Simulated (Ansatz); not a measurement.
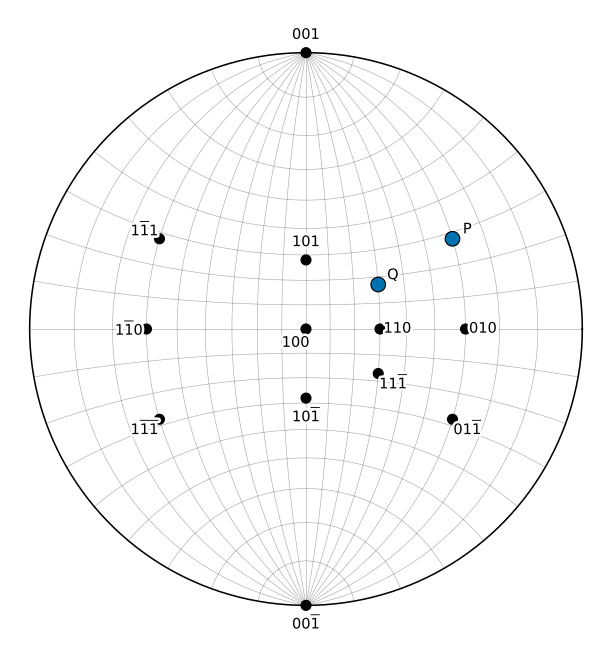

Stereographic projection of plane normals (upper hemisphere) centred on (1 0 0). Crystal: Mg, coordinates from a relaxation with Ansatz, DFT, revPBE, plane waves (420 eV) with PAW, scalar-relativistic. All values are computed from the atomic coordinates in the standard setting (tolerance 0.002 Å).

a = 3.224 Å, b = 3.224 Å, c = 5.234 Å, α = 90.00°, β = 90.00°, γ = 120.00°.

Index the poles marked P, Q.

P is (0 1 1), in four indices (0 1 −1 1), 63.8° from the centre; Q is (1 1 1), in four indices (1 1 −2 1), 34.1° from the centre.

What is the angle between the normals of (1 1 1) and (1 −1 1), and what are their d_hkl = 1/|g|?

82.0°; d = 1.541 Å and 2.463 Å.
